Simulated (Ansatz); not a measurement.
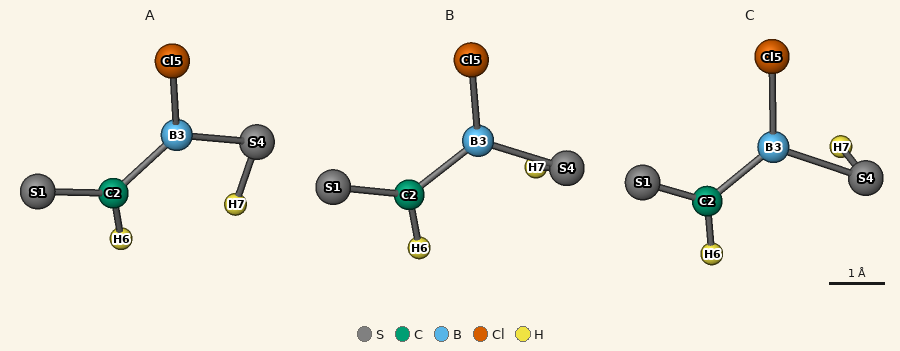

3 geometries from one relaxation of CH$_{2}$BClS$_{2}$ (coarse preliminary run), in shuffled order. A ball-and-stick model, seen at a tilt.

The start comes from a force field.

Level of theory: Ansatz 0.2.0, RKS PBE-D4/def2-SVP. Settings: force threshold 0.03 eV/Å; at most 200 steps.

**Order the frames from highest to lowest energy.**

C, B, A. They are steps 0, 4, 12, at +79.3 kcal/mol, +12.3 kcal/mol relative to the last. Over 12 geometry steps the energy falls by 79.3 kcal/mol. The largest force component goes from 18 to 0.0058 eV/Å. H7 moves most after the best rigid fit: 1.11 Å. Largest moves by element: H 1.11 Å, S 0.72 Å, Cl 0.28 Å, B 0.23 Å, C 0.22 Å. Some distances before and after: S1–B3 2.542 → 2.847 Å, S1–C2 1.367 → 1.636 Å, B3–S4 1.964 → 1.802 Å, B3–Cl5 1.847 → 1.758 Å. Among the angles between lasting bonds that change: B3–S4–H7 88.7° → 95.8°, S1–C2–B3 120.4° → 124.8°, B3–C2–H6 120.6° → 116.8°. Groups turn about B3–S4 by about 90°. The run took 23 s on 2 threads of Arm Neoverse V2 (shared host).
